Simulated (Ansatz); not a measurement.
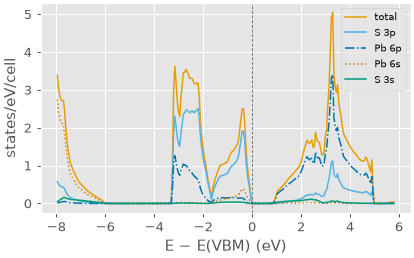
Figure: Total and projected density of states of PbS (zinc blende, F-43m), plane-wave PAW PBE (Ansatz code)

Q: Which orbitals carry the states next to the gap?

A: Top 1 eV of the valence band: S 3p 75 %, Pb 6s 14 %, Pb 6p 8 %. Bottom 1 eV of the conduction band: Pb 6p 78 %, S 3s 9 %, S 3p 6 %. Projections are on Löwdin-orthogonalised atomic valence shells; empty p or d shells of many metals are not among them.

Q: Where is the tallest occupied peak in this window, and what makes it?

A: Near -3.2 eV, about 3.6 states/eV per cell; the largest projected share is S 3p.

The start of the workflow was typed in or built on a structure type; neither database checked (COD, Materials Project) lists it. It is not the phase usual at ambient conditions (space group No. 225). The PBE relaxation kept the symmetry of its start; its stability against distortions is not shown here. Spin–orbit coupling is left out wherever it is not named.

Potentials: the later of the program's two PAW sets.
